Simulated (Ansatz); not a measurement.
Rh (fcc, Cu type)

```
Rh
1.0
    3.80000     0.00000     0.00000
    0.00000     3.80000     0.00000
    0.00000     0.00000     3.80000
Rh
4
Direct
  0.00000   0.00000   0.00000
  0.50000   0.50000   0.00000
  0.50000   0.00000   0.50000
  0.00000   0.50000   0.50000
```

Two-dimensional scan of atom 1 (Rh, nearest neighbour Rh at 2.687 Å; its periodic images, 3.8 Å or more away, move with it): u runs along (1.000, 0.000, 0.000), v along (0.000, 0.000, 1.000) (Cartesian). Cell and other atoms are fixed.

These are r2SCAN (plane waves to 500 eV, PAW, scalar-relativistic; Ansatz, an electronic-structure program) values and carry that method's errors. k mesh 10×10×10 (Γ-centred), Fermi-Dirac smearing 0.05 eV. Energies are smeared free energies. Points where atoms come too close for the PAW data are left out (x in tables, blank in figures). With partly filled bands, energies and forces of such displacements shift with the k mesh and the smearing. Rh is run without spin polarisation. Rh was relaxed with its symmetry unable to fall. ΔE is measured from the undisplaced structure. Axes are in Å.

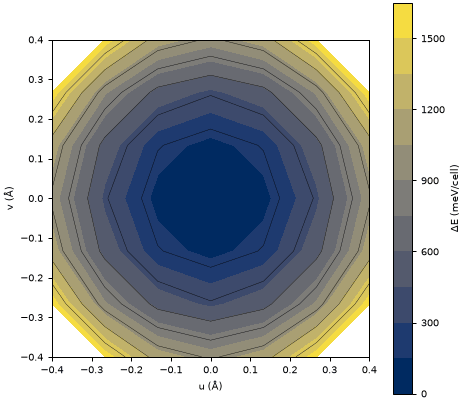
Figure. ΔE (meV/cell) over the 7×7 grid of computed points.

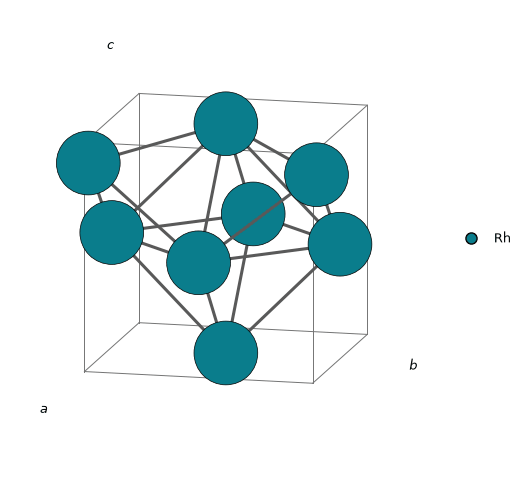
*The cell of the calculation at u = -0.267 Å, v = -0.400 Å.*

Lowest place on the grid: u = 0.000 Å, v = 0.000 Å (0 meV/cell). Centre of the map: a minimum. Principal force constants in the plane (five-point differences of the forces): 11.5 eV/Å², isotropic.

(For displaced atoms, the force is minus the slope of the energy, and its curvature is a force constant, which sets phonon frequencies.)
